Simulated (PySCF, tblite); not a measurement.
# 1,1,1,3-tetrafluoropropane (C₃H₄F₄): a rotation path, then NMR shifts on frames, part 2 of 2

tblite 0.8.0 and PySCF 2.14.0. Atoms count from 0.

## Step 5: Nuclear shieldings: image 4, PBE0/pcSseg-1

Job settings and geometry (Å):

```
{"job": {"kind": "nmr", "xc": "PBE0", "basis": "pcSseg-1", "pop": false}, "charge": 0, "multiplicity": 1}
F      2.419500    -0.295200    -0.051800
C      1.227100     0.297500     0.253600
C      0.082600    -0.542900    -0.312300
C     -1.268200     0.101400    -0.023900
F     -1.161200     1.279000     0.612800
F     -2.048600    -0.668600     0.745700
F     -1.959300     0.347900    -1.144400
H      1.240900     1.299500    -0.187200
H      1.170100     0.368500     1.344900
H      0.201000    -0.643500    -1.393700
H      0.101700    -1.541000     0.130500
```

Method: GIAO PBE0/pcSseg-1 NMR shielding, non-relativistic, gas phase.

Standard output:

```text
coarse grid: 10088 points
cycle   1  E = -515.3311558801  dE =  9.796e-01  |g| = 9.553e-01  |ddm| = 2.741e+00
cycle   2  E = -515.1790680670  dE =  1.521e-01  |g| = 1.420e+00  |ddm| = 1.208e+00
cycle   3  E = -515.4804973603  dE = -3.014e-01  |g| = 6.083e-02  |ddm| = 7.446e-01
cycle   4  E = -515.4810072866  dE = -5.099e-04  |g| = 3.566e-02  |ddm| = 5.925e-02
cycle   5  E = -515.4812812851  dE = -2.740e-04  |g| = 5.220e-03  |ddm| = 2.625e-02
cycle   6  E = -515.4812852893  dE = -4.004e-06  |g| = 2.061e-03  |ddm| = 3.380e-03
final grid: 101528 points
cycle   7  E = -515.5486266612  dE = -4.585e-05  |g| = 8.113e-03  |ddm| = 2.075e-02
cycle   8  E = -515.5486165467  dE =  1.011e-05  |g| = 1.156e-02  |ddm| = 1.159e-02
cycle   9  E = -515.5486392987  dE = -2.275e-05  |g| = 7.601e-04  |ddm| = 6.478e-03
cycle  10  E = -515.5486393987  dE = -9.993e-08  |g| = 2.030e-04  |ddm| = 6.836e-04
cycle  11  E = -515.5486394057  dE = -7.081e-09  |g| = 4.991e-05  |ddm| = 1.577e-04
cycle  12  E = -515.5486394061  dE = -4.040e-10  |g| = 1.593e-05  |ddm| = 3.881e-05
converged SCF energy = -515.5486394061

GIAO shielding tensors (ppm)
atom      isotropic    diamagn.    paramagn.     s11        s22        s33       span
  0 F      427.993     469.603     -41.610    393.412    430.329    460.239     66.827
  1 C      106.381     241.879    -135.498     67.818     81.496    169.830    102.012
  2 C      145.342     251.587    -106.245    122.794    134.235    178.996     56.202
  3 C       53.441     240.249    -186.808     51.681     53.626     55.016      3.335
  4 F      258.858     474.727    -215.869    174.020    258.308    344.247    170.226
  5 F      236.428     472.261    -235.833    166.209    206.739    336.336    170.127
  6 F      235.239     472.180    -236.941    166.372    203.652    335.693    169.321
  7 H       26.687      28.679      -1.992     21.938     28.259     29.865      7.927
  8 H       26.702      28.633      -1.932     22.075     28.342     29.688      7.612
  9 H       28.804      29.647      -0.843     25.242     28.878     32.292      7.049
 10 H       28.799      29.615      -0.816     25.326     28.775     32.296      6.970
```

Wall time 26 s (1 thread, shared host).

This run: δ C3 133.5, C1 80.5, C2 41.6, F6 -64.3, H7 5.03, H8 5.02 ppm.

## Step 6: NMR shieldings: image 6, PBE0/pcSseg-1

Job settings and geometry (Å):

```
{"job": {"kind": "nmr", "xc": "PBE0", "basis": "pcSseg-1", "pop": false}, "charge": 0, "multiplicity": 1}
F      2.414900    -0.314300    -0.012800
C      1.216000     0.240100     0.337900
C      0.088300    -0.489200    -0.390300
C     -1.261800     0.118300    -0.049800
F     -1.191100     1.438000     0.186200
F     -1.808300    -0.429700     1.044300
F     -2.146200    -0.040600    -1.042000
H      1.254300     1.296100     0.051700
H      1.121600     0.147200     1.425000
H      0.239900    -0.419400    -1.469600
H      0.077800    -1.543800    -0.106600
```

Level: GIAO PBE0/pcSseg-1 NMR shielding, non-relativistic, gas phase.

Standard output:

```text
coarse grid: 10088 points
cycle   1  E = -515.3355978264  dE =  9.810e-01  |g| = 9.536e-01  |ddm| = 2.739e+00
cycle   2  E = -515.1842827353  dE =  1.513e-01  |g| = 1.417e+00  |ddm| = 1.210e+00
cycle   3  E = -515.4842736659  dE = -3.000e-01  |g| = 6.087e-02  |ddm| = 7.475e-01
cycle   4  E = -515.4847850548  dE = -5.114e-04  |g| = 3.550e-02  |ddm| = 5.934e-02
cycle   5  E = -515.4850561631  dE = -2.711e-04  |g| = 5.256e-03  |ddm| = 2.647e-02
cycle   6  E = -515.4850602507  dE = -4.088e-06  |g| = 2.050e-03  |ddm| = 3.430e-03
final grid: 101528 points
cycle   7  E = -515.5513899740  dE = -4.495e-05  |g| = 7.774e-03  |ddm| = 2.011e-02
cycle   8  E = -515.5513807753  dE =  9.199e-06  |g| = 1.103e-02  |ddm| = 1.110e-02
cycle   9  E = -515.5514015979  dE = -2.082e-05  |g| = 7.406e-04  |ddm| = 6.261e-03
cycle  10  E = -515.5514016919  dE = -9.403e-08  |g| = 1.917e-04  |ddm| = 6.697e-04
cycle  11  E = -515.5514016982  dE = -6.281e-09  |g| = 4.734e-05  |ddm| = 1.432e-04
cycle  12  E = -515.5514016986  dE = -3.613e-10  |g| = 1.472e-05  |ddm| = 3.711e-05
converged SCF energy = -515.5514016986

GIAO shielding tensors (ppm)
atom      isotropic    diamagn.    paramagn.     s11        s22        s33       span
  0 F      429.536     469.644     -40.108    395.017    428.405    465.187     70.169
  1 C      106.071     242.164    -136.093     68.215     82.237    167.760     99.545
  2 C      146.324     251.152    -104.828    123.854    140.046    175.073     51.220
  3 C       53.347     240.812    -187.465     51.479     52.844     55.717      4.237
  4 F      259.229     474.656    -215.427    169.804    268.096    339.787    169.983
  5 F      248.015     473.277    -225.263    161.686    241.103    341.255    179.569
  6 F      241.472     471.647    -230.174    158.692    227.580    338.146    179.454
  7 H       26.628      28.694      -2.066     21.638     28.110     30.137      8.499
  8 H       26.754      28.583      -1.830     22.253     28.459     29.549      7.296
  9 H       28.957      29.682      -0.725     25.296     28.868     32.708      7.411
 10 H       28.944      29.463      -0.519     25.826     28.382     32.624      6.798
```

It took 29 s on 1 thread, shared host.

This run: δ C3 133.6, C1 80.9, C2 40.6, F6 -70.5, H7 5.09, H8 4.96 ppm.

## Step 7: NMR shieldings: image 8, PBE0/pcSseg-1

Job settings and geometry (Å):

```
{"job": {"kind": "nmr", "xc": "PBE0", "basis": "pcSseg-1", "pop": false}, "charge": 0, "multiplicity": 1}
F      2.406600    -0.346800     0.031900
C      1.201000     0.179000     0.405500
C      0.097400    -0.427700    -0.459500
C     -1.253500     0.136200    -0.071800
F     -1.309800     1.468500    -0.216300
F     -1.562800    -0.118500     1.208400
F     -2.242200    -0.373900    -0.816000
H      1.266100     1.263600     0.269400
H      1.057600    -0.063400     1.463700
H      0.275900    -0.202900    -1.513000
H      0.069000    -1.511400    -0.328300
```

With the program's defaults for keys left out, this is: GIAO PBE0/pcSseg-1 NMR shielding, non-relativistic, gas phase.

Standard output:

```text
coarse grid: 10088 points
cycle   1  E = -515.3376843748  dE =  9.810e-01  |g| = 9.517e-01  |ddm| = 2.736e+00
cycle   2  E = -515.1874194237  dE =  1.503e-01  |g| = 1.413e+00  |ddm| = 1.207e+00
cycle   3  E = -515.4856528631  dE = -2.982e-01  |g| = 6.108e-02  |ddm| = 7.478e-01
cycle   4  E = -515.4861688000  dE = -5.159e-04  |g| = 3.541e-02  |ddm| = 5.951e-02
cycle   5  E = -515.4864379115  dE = -2.691e-04  |g| = 5.308e-03  |ddm| = 2.664e-02
cycle   6  E = -515.4864420803  dE = -4.169e-06  |g| = 2.058e-03  |ddm| = 3.465e-03
final grid: 101528 points
cycle   7  E = -515.5537236817  dE = -4.638e-05  |g| = 8.237e-03  |ddm| = 1.863e-02
cycle   8  E = -515.5537129451  dE =  1.074e-05  |g| = 1.178e-02  |ddm| = 1.164e-02
cycle   9  E = -515.5537366629  dE = -2.372e-05  |g| = 7.285e-04  |ddm| = 6.625e-03
cycle  10  E = -515.5537367577  dE = -9.483e-08  |g| = 2.156e-04  |ddm| = 6.992e-04
cycle  11  E = -515.5537367659  dE = -8.206e-09  |g| = 4.358e-05  |ddm| = 1.550e-04
cycle  12  E = -515.5537367662  dE = -2.831e-10  |g| = 1.460e-05  |ddm| = 3.431e-05
converged SCF energy = -515.5537367662

GIAO shielding tensors (ppm)
atom      isotropic    diamagn.    paramagn.     s11        s22        s33       span
  0 F      430.410     469.677     -39.268    397.044    425.646    468.539     71.495
  1 C      105.755     242.398    -136.643     68.727     82.749    165.789     97.062
  2 C      147.060     250.807    -103.748    125.473    143.853    171.854     46.381
  3 C       53.180     241.321    -188.142     51.081     52.006     56.453      5.373
  4 F      257.629     474.224    -216.594    166.249    266.058    340.581    174.332
  5 F      257.477     474.231    -216.753    166.031    265.715    340.685    174.654
  6 F      247.563     471.514    -223.951    157.978    244.441    340.271    182.293
  7 H       26.694      28.622      -1.928     21.922     28.309     29.851      7.929
  8 H       26.695      28.627      -1.932     21.929     28.318     29.838      7.910
  9 H       29.078      29.527      -0.449     25.804     28.436     32.994      7.190
 10 H       29.073      29.535      -0.462     25.812     28.427     32.980      7.168
```

It took 28 s on 1 thread, shared host.

This run: δ C3 133.7, C1 81.2, C2 39.9, F6 -76.6, H7 5.02, H8 5.02 ppm.

## Step 8: Run by run: NMR shifts

Shifts (ppm) of some atoms, chosen among heavy atoms and hydrogens apart, with basis size and wall time:

```csv
frame,C2,H10,H9,F5,F4,F6,F0,functions,time
image 0,39.9,2.64,2.64,-76.6,-86.6,-86.7,-259.5,139,39 s
image 2,40.8,2.80,2.79,-69.8,-88.5,-74.5,-258.0,139,26 s
image 4,41.6,2.92,2.91,-65.5,-87.9,-64.3,-257.0,139,26 s
image 6,40.6,2.77,2.76,-77.1,-88.3,-70.5,-258.6,139,29 s
image 8,39.9,2.64,2.64,-86.5,-86.7,-76.6,-259.5,139,28 s
```

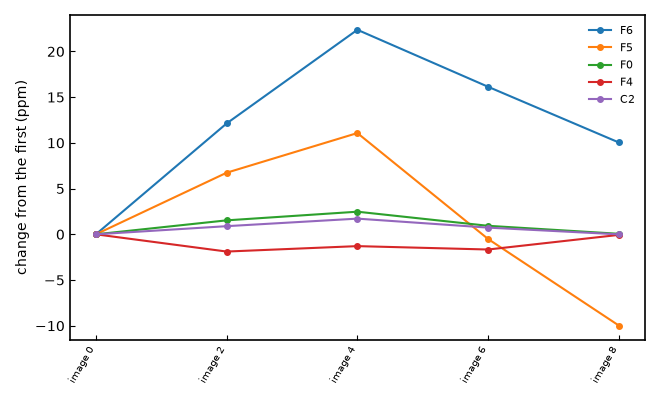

How five of the tabulated atoms move from run to run.

## Step 9: Summary of results

The summary covers parts 1 to 2.

```
                                         quantity                               value
                                          barrier  0.087 eV (2.0 kcal/mol) at image 4
                            end to end (GFN2-xTB)                            0.000 eV
  13C shifts against TMS (PBE0/pcSseg-1, image 0)               133.8, 81.1, 39.9 ppm
   1H shifts against TMS (PBE0/pcSseg-1, image 0)          5.02, 5.02, 2.64, 2.64 ppm
19F shifts against CFCl3 (PBE0/pcSseg-1, image 0)     -76.6, -86.6, -86.7, -259.5 ppm
            surface potential, 1st and 99th percentile                  -0.80 V and 1.23 V
                         range of the shift of F6                  -86.7 to -64.3 ppm
```

In words: Along the band the dihedral turns by 120°, and the top (dihedral 2°) lies 2.0 kcal/mol above the start (GFN2-xTB, rough), so at room temperature this motion is fast. The top was not checked by a frequency run. Shifts at one fixed geometry are not the observed spectrum, which averages over the motion. Across the 5 runs the shift of F6 moves most, between -86.7 (image 0) and -64.3 ppm (image 4).
